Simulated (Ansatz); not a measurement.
System: a (111) slab cut from Si₂Ni (Fm-3m), of composition ZnSi₆Ni₃ (not the bulk's), ended by Si planes, 10 atoms in the cell. Starting structure of the relaxation:

```cif
data_structure
_symmetry_space_group_name_H-M 'P 1'
_symmetry_Int_Tables_number 1
_cell_length_a 3.8123
_cell_length_b 3.8123
_cell_length_c 26.7818
_cell_angle_alpha 90.000
_cell_angle_beta 90.000
_cell_angle_gamma 120.000
_cell_volume 337.09
loop_
_atom_site_label
_atom_site_type_symbol
_atom_site_fract_x
_atom_site_fract_y
_atom_site_fract_z
_atom_site_occupancy
Si1 Si 0.00000 0.00000 0.31738 1
Ni1 Ni 0.66667 0.33333 0.34644 1
Si2 Si 0.33333 0.66667 0.37549 1
Si3 Si 0.66667 0.33333 0.43360 1
Ni2 Ni 0.33333 0.66667 0.46304 1
Si4 Si 0.00000 0.00000 0.49217 1
Si5 Si 0.33333 0.66667 0.55087 1
Ni3 Ni 0.00000 0.00000 0.57778 1
Si6 Si 0.66667 0.33333 0.60337 1
Zn1 Zn 0.83333 0.66667 0.68029 1
```

Computed with Ansatz: DFT PBEsol, scalar-relativistic, plane waves, PAW, no spin polarisation, 9×9×1 k mesh, 420 eV cutoff, Gaussian smearing of 0.1 eV.

What does the potential across the slab give for the work function?

The work function is 4.24 eV at the right face and 4.59 eV at the left. The vacuum levels differ by 0.35 eV, so the slab carries a dipole along its normal. Some atoms were held fixed in the relaxation, which can itself make the faces differ. The outermost atoms are 9.4 Å apart, which leaves 17.4 Å of vacuum in a cell 26.8 Å high.

The run has no spin polarisation, so a magnetic state may lie lower.

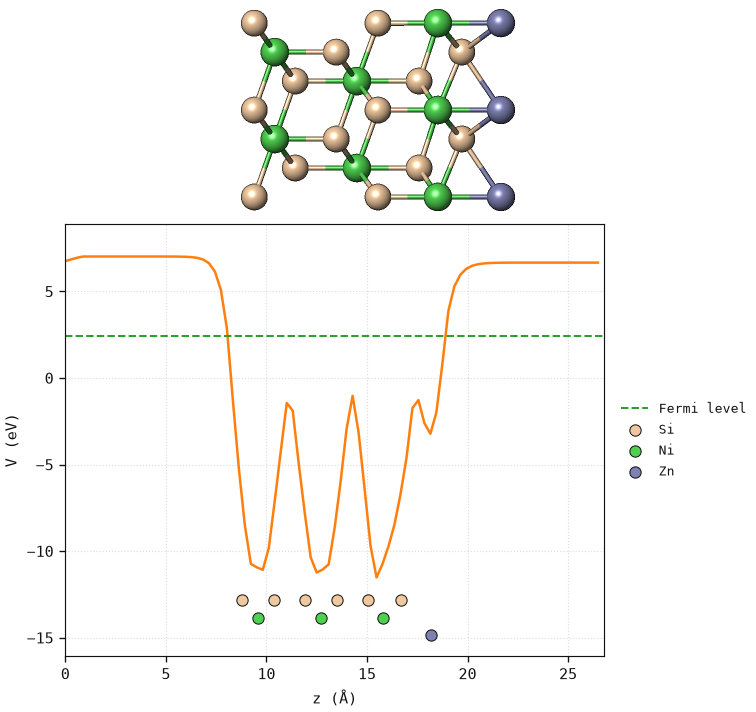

Plane-averaged electrostatic potential energy of an electron across the slab; circles at the bottom mark the heights of the atoms (positions after relaxation). The structure is drawn too.
